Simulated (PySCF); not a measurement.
**Ge2H6O2 (SMILES [OH][GeH2][GeH2][OH]): B2PLYP/6-31G(d) (spherical functions)**

What is the vertical ionisation energy of Ge2H6O2 at B2PLYP/6-31G* (spherical functions)? Input form: a Python script.

The results are computed with PySCF 2.14.0.

4 further runs of the same task are left out: 4 set aside as unsound or not needed.

### Step 1. The molecule

The species is Ge2H6O2 (10 atoms), meant as a singlet with charge 0. As SMILES, `[OH][GeH2][GeH2][OH]`. Geometry: relaxed at PBE0-D4/def2-TZVP. This is one conformer, not always the lowest.

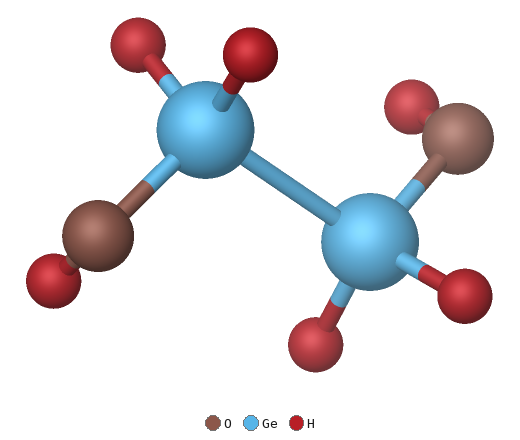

Viewed from a chosen angle; oxygen brown, germanium blue, hydrogen red.

### Step 2. The energy at B2PLYP/6-31G(d) (spherical functions)

Input file mol.xyz:

```xyz
10
Ge2H6O2
O     -0.309300     2.455000    -0.006400
Ge     0.600700     0.984100     0.456700
Ge    -0.721500    -1.006400    -0.054200
O      0.308500    -2.466700     0.057800
H     -0.425000     2.532100    -0.955900
H      0.860000     1.168500     1.957800
H      1.943500     0.946400    -0.311300
H     -1.840500    -1.265700     0.963100
H     -1.315400    -0.903200    -1.479200
H      0.981900    -2.495100    -0.625400
```

Input file run.py:

```python
# [OH][GeH2][GeH2][OH]
from pyscf import gto, dft, mp

mol = gto.M(
    atom='mol.xyz',
    verbose=3,
    spin=0,
    basis='6-31g*',
    max_memory=1860,
    charge=0,
)

ks = dft.RKS(mol, xc='0.53*HF + 0.47*B88, 0.73*LYP')
ks.conv_tol = 1e-10
ks.grids.level = 5
ks.kernel()
if not ks.converged:
    ks = ks.newton().run(ks.mo_coeff, ks.mo_occ)

pt = mp.MP2(ks, frozen=20).run()
e_final = ks.e_tot + 0.27 * pt.e_corr
print('PT2 part  %.8f' % (0.27 * pt.e_corr))
print('E(%s) = %.9f' % ('B2PLYP', e_final))
```

Run with:

```
$ OMP_NUM_THREADS=1 python run.py
```

What it wrote:

```text
converged SCF energy = -4306.33267850031
E(RMP2) = -4307.36907436969  E_corr = -1.03639586937793
E(SCS-RMP2) = -4307.31139555561  E_corr = -0.978717055295546
PT2 part  -0.27982688
E(B2PLYP) = -4306.612505385
```

It took 37 s on 1 thread of Arm Neoverse V1, shared host; peak memory 0.57 GiB.

### Step 3. The doublet cation at the same level

Input file input.xyz:

```xyz
10
Ge2H6O2
O     -0.309300     2.455000    -0.006400
Ge     0.600700     0.984100     0.456700
Ge    -0.721500    -1.006400    -0.054200
O      0.308500    -2.466700     0.057800
H     -0.425000     2.532100    -0.955900
H      0.860000     1.168500     1.957800
H      1.943500     0.946400    -0.311300
H     -1.840500    -1.265700     0.963100
H     -1.315400    -0.903200    -1.479200
H      0.981900    -2.495100    -0.625400
```

Input file calc.py:

```python
from pyscf import gto, dft, mp

mol = gto.Mole()
mol.atom = 'input.xyz'
mol.verbose = 3
mol.max_memory = 1860
mol.basis = '6-31g*'
mol.charge = 1
mol.spin = 1
mol.build()

ks = dft.UKS(mol)
ks.xc = '0.53*HF + 0.47*B88, 0.73*LYP'
ks.conv_tol = 1e-10
ks.grids.level = 5
ks.kernel()
if not ks.converged:
    ks = ks.newton().run(ks.mo_coeff, ks.mo_occ)

pt = mp.MP2(ks, frozen=20).run()
energy = ks.e_tot + 0.27 * pt.e_corr
print('PT2 part  %.8f' % (0.27 * pt.e_corr))
print('E = %.10f Eh' % energy)
```

Run with:

```
$ OMP_NUM_THREADS=1 python calc.py
```

What it wrote:

```text
WARN: HOMO -0.279170552335814 >= LUMO -0.279170552335817

converged SCF energy = -4305.98815967634  <S^2> = 0.77012985  2S+1 = 2.0200296
E(UMP2) = -4307.04665117256  E_corr = -1.05849149621511
E(SCS-UMP2) = -4306.98463296459  E_corr = -0.996473288248338
PT2 part  -0.28579270
E = -4306.2739523803 Eh
```

Run time: 100 s. Hardware: 1 thread of Arm Neoverse V1, shared host; peak memory 0.6 GiB.

### Step 4. Summary of results

Level: B2PLYP/6-31G* (spherical functions), 20 core orbitals frozen.

```
                                                                quantity           value
                                           singlet Ge2H6O2: total energy  -4306.61251 Eh
                               singlet Ge2H6O2: dipole moment (SCF part)          2.38 D
                      singlet Ge2H6O2: HOMO energy (SCF part's orbitals)        -8.40 eV
                      singlet Ge2H6O2: LUMO energy (SCF part's orbitals)         0.52 eV
                    singlet Ge2H6O2: HOMO–LUMO gap (SCF part's orbitals)         8.92 eV
                                            doublet cation: total energy  -4306.27395 Eh
doublet cation: HOMO energy (SCF part's orbitals) (highest over α and β)       -15.12 eV
 doublet cation: LUMO energy (SCF part's orbitals) (lowest over α and β)       -10.32 eV
                                                    doublet cation: ⟨S²⟩           0.770
                      vertical ionisation energy (to the doublet cation)        9.212 eV
```

In words: Removing an electron at fixed nuclei costs 9.21 eV (212 kcal/mol). −ε(HOMO) before ionisation, 8.40 eV, is 0.81 eV below this ionisation energy.
